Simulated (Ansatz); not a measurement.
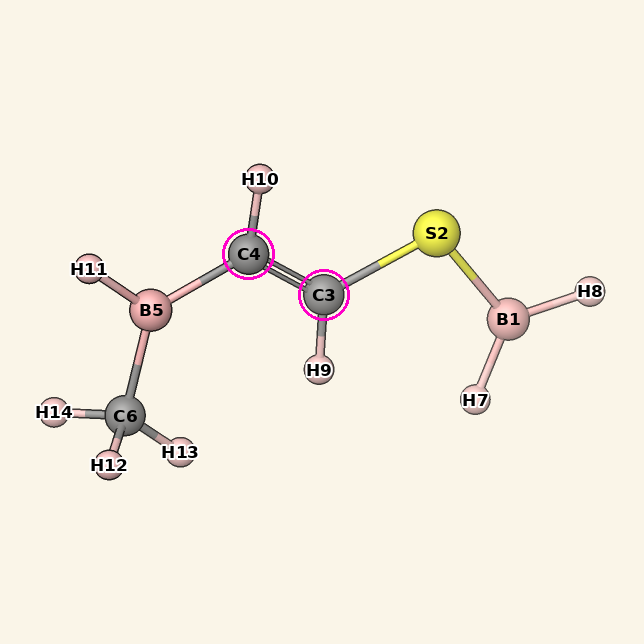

Depth is shown by fading: the farther an atom, the more it takes the colour of the background. Circles mark the stereogenic atoms. The geometry was computed by an optimisation with PBE-D4/def2-SVP. No frequency run is at hand to confirm it as a minimum.

**Give the R/S and E/Z labels.**

C3=C4: E.
